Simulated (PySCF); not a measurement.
C2H9NO2Si2

The calculation's input:

```
{"job": {"kind": "nmr", "xc": "PBE0", "basis": "pcSseg-1", "pop": false}, "charge": 0, "multiplicity": 1}
C      3.055843    -0.038711     0.442219
C      1.708408    -0.060857    -0.197648
O      1.139583     0.989520    -0.579728
O      1.066117    -1.118047    -0.371041
Si    -0.419587    -0.043990    -1.167861
Si    -1.688596     0.277022     0.704023
N     -3.293776    -0.022122     0.156244
H      3.728779     0.582417    -0.144760
H      2.965559     0.405395     1.432793
H      3.445481    -1.048779     0.529463
H     -0.502324     0.957275    -2.245306
H     -0.664297    -1.274299    -1.949774
H     -1.752557     1.651983     1.218864
H     -1.274175    -0.531179     1.877026
H     -4.064443     0.155311     0.779300
H     -3.485801    -0.844517    -0.391794
```

Run with:

```sh
OMP_NUM_THREADS=1 python ens_run.py task.json out
```

Geometry: GFN2-xTB.

Theory: PBE0/pcSseg-1, SCF density, gas phase, non-relativistic (PySCF 2.14.0).

Q: What can the converged electron density and electron localisation function tell about the bonding?

A: C–O (1.25 Å): ρ at the midpoint is about 3.1 e/Å³; the ELF peaks at about 0.85 between the atoms: a short, strongly polar bond.
C–C (1.49 Å): ρ is about 1.8 e/Å³ halfway; the ELF peaks at about 0.95 between the atoms, as expected for a covalent bond.
Si–O (1.96 Å): the density is about 0.59 e/Å³ at the midpoint, with its minimum of 0.46 e/Å³ about 0.8 Å from Si; the ELF peaks at about 0.85 in the valence shell of O, 0.6 Å from its nucleus, and is about 0.65 at the midpoint.

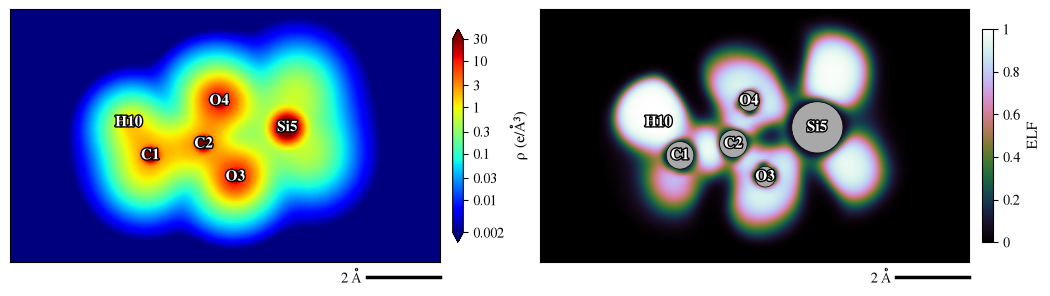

Computed electron density and electron localisation function on the plane of atoms C1, C2 and O3, in this order. Grey discs cover the atomic cores in the ELF map. 
